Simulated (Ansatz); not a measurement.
# Calculations on SiNH$_{5}$S

**1. Relaxation**

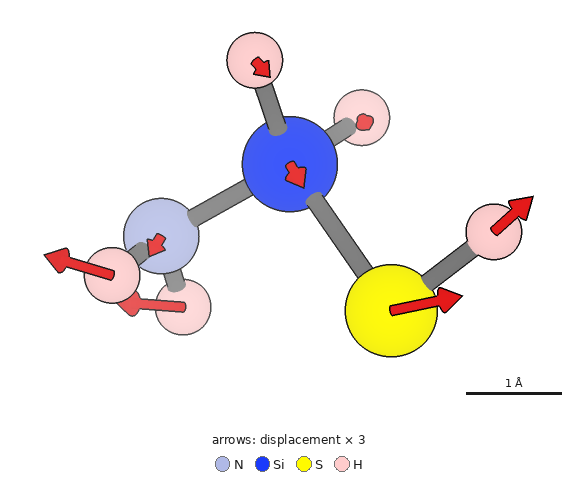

A relaxation of SiNH5S. The starting structure is drawn; red arrows show the displacements, magnified 3 times. The two geometries are superimposed by the best rigid fit.

Style: ball-and-stick. Shown at a tilt.

The run prepares an end point of a later path (inversion) calculation, from a guessed geometry.

Level of theory: RKS PBE0/def2-SVP (Ansatz).

Input
```yaml
crystal:
  periodic: [false, false, false]
  atoms:
    - { symbol: "N", position_ang: [-0.6334, 0.568, -1.1402] }
    - { symbol: Si, position_ang: [0.5101, 0.1707, -0.0377] }
    - { symbol: S, position_ang: [-0.5314, -1.1022, 1.3131] }
    - { symbol: H, position_ang: [-0.9938, -0.2276, -1.5564] }
    - { symbol: H, position_ang: [-1.448, 1.0322, -0.6576] }
    - { symbol: H, position_ang: [0.9899, 1.402, 0.6547] }
    - { symbol: H, position_ang: [1.602, -0.568, -0.738] }
    - { symbol: H, position_ang: [0.5966, -1.3322, 2.1062] }
basis:
  gaussian: { orbitals: def2-SVP }
hamiltonian:
  xc: pbe0
relax:
  f_tol: 0.015
  max_steps: 40
```

Run as
```bash
ansatz run input.yaml --threads 1 --pin off --max-ram 2048MiB --backend cpu --events-out ev --progress --plain --runs-dir out
```

Describe the change and its energy.

The energy falls by 10.3 kcal/mol in 7 geometry steps. The largest force component goes from 3.5 to 0.0019 eV/Å. H4 moves most after the best rigid fit: 0.30 Å. Largest moves by element: H 0.30 Å, S 0.28 Å, Si 0.11 Å, N 0.09 Å. Near-neighbour distances that change, for instance: N1–Si2 1.637 → 1.720 Å, N1–H4 0.968 → 1.014 Å, S3–H8 1.398 → 1.352 Å, N1–H5 1.054 → 1.014 Å. Bond angles that change, for instance: Si2–N1–H5 109.8° → 119.8°, Si2–N1–H4 110.5° → 119.8°, N1–Si2–S3 103.3° → 111.7°. Cost: 19 s on 1 thread of Arm Neoverse V2, with other jobs on the host, peak memory 0.16 GiB.

**2. Relaxation**

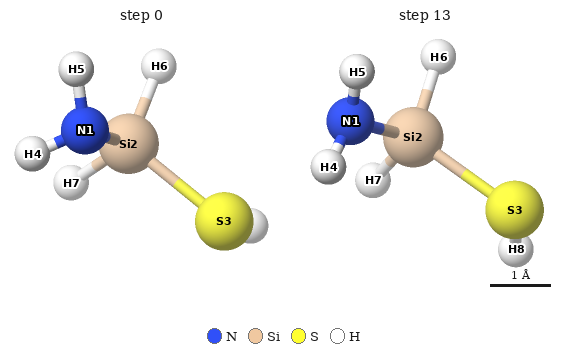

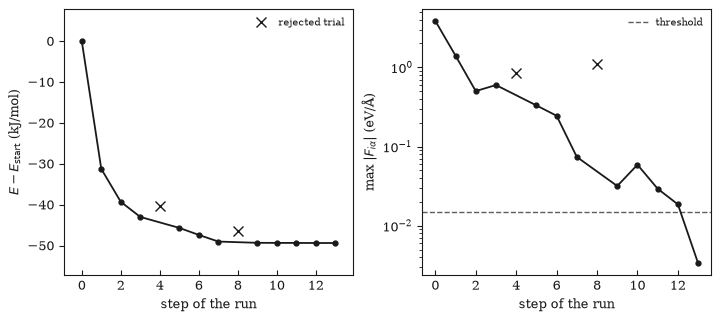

First and last geometry of a relaxation of SiNH₅S, with the history of the run. The picture is a ball-and-stick view, seen from a free direction.

The run prepares an end point of a later path (inversion) calculation, from a guessed geometry.

Level of theory: RKS PBE0/def2-SVP in Ansatz 0.2.0.

Input file:
```yaml
crystal:
  periodic: [false, false, false]
  atoms:
    - { symbol: "N", position_ang: [-0.6334, 0.568, -1.1402] }
    - { symbol: Si, position_ang: [0.5101, 0.1707, -0.0377] }
    - { symbol: S, position_ang: [-0.5314, -1.1022, 1.3131] }
    - { symbol: H, position_ang: [-0.416, 0.19165, -2.0046] }
    - { symbol: H, position_ang: [-0.64721, 1.61326, -1.27878] }
    - { symbol: H, position_ang: [0.9899, 1.402, 0.6547] }
    - { symbol: H, position_ang: [1.602, -0.568, -0.738] }
    - { symbol: H, position_ang: [0.5966, -1.3322, 2.1062] }
basis:
  gaussian: { orbitals: def2-SVP }
hamiltonian:
  xc: pbe0
relax:
  f_tol: 0.015
  max_steps: 40
```

Run as
```bash
ansatz run input.yaml --threads 1 --pin off --max-ram 2048MiB --backend cpu --events-out ev --progress --plain --runs-dir out
```

**Did the run converge, and what did it change?**

It converged. The atom that moves furthest after the best rigid fit is H8 (0.51 Å). Largest moves by element: H 0.51 Å, N 0.39 Å, S 0.23 Å, Si 0.15 Å. Some distances before and after: N1–Si2 1.637 → 1.719 Å, S3–H8 1.398 → 1.350 Å, N1–H4 0.968 → 1.014 Å, N1–H5 1.054 → 1.013 Å. Bond angles that change, for instance: Si2–N1–H4 110.5° → 121.3°, Si2–N1–H5 109.8° → 119.6°, N1–Si2–S3 103.3° → 112.7°. Groups turn about Si2–S3 by about 40°. After 11 accepted moves (13 points after the start) the energy has fallen by 49.4 kJ/mol. Largest force component: 3.9 eV/Å at the start, 0.0034 eV/Å at the end. The line search rejected the trial steps at points 4, 8 of the run.

```tsv
step	E − E(0), kJ/mol	largest force component, eV/Å	note
0	0.00	3.8590	
1	-31.27	1.4044	
2	-39.31	0.5012	
3	-43.01	0.5973	
4	-40.29	0.8448	rejected
5	-45.69	0.3306	
6	-47.41	0.2448	
7	-49.03	0.0739	
8	-46.41	1.1072	rejected
9	-49.34	0.0317	
10	-49.35	0.0589	
11	-49.37	0.0293	
12	-49.38	0.0186	
13	-49.39	0.0034
```

**3. Path**

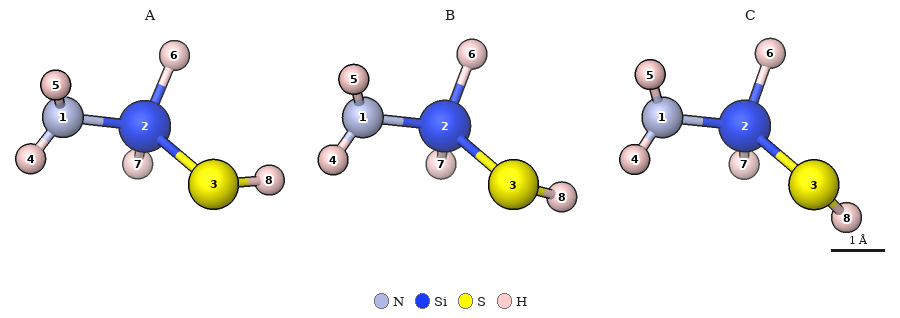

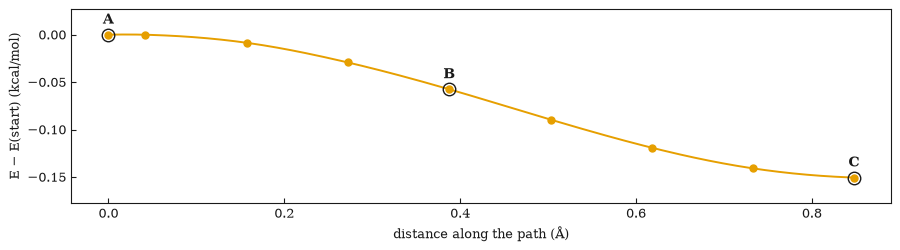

A search for the minimum-energy path of SiNH₅S by the nudged elastic band. Images are numbered from 0 (start) to 8 (end). Frames A to C are images 0, 4, 8. A ball-and-stick model, seen from a free direction.

Theory: RKS PBE0/def2-SVP (Ansatz 0.2.0). Settings: 7 movable images; climbing image; force threshold 0.03 eV/Å; iteration limit 60; starting path through a guess of the saddle point.

### Read off the barrier and say what moves.

The motion is an umbrella inversion at N1. No bond forms or breaks between the ends. No barrier shows: the energy is highest at the start, and the end lies 0.15 kcal/mol below the start. The band converged in 14 iterations. The largest component of the band force went from 3.6 to 0.014 eV/Å.

The run took 3.4 min on 1 thread of Arm Neoverse V2 (shared host), peak memory 0.16 GiB.
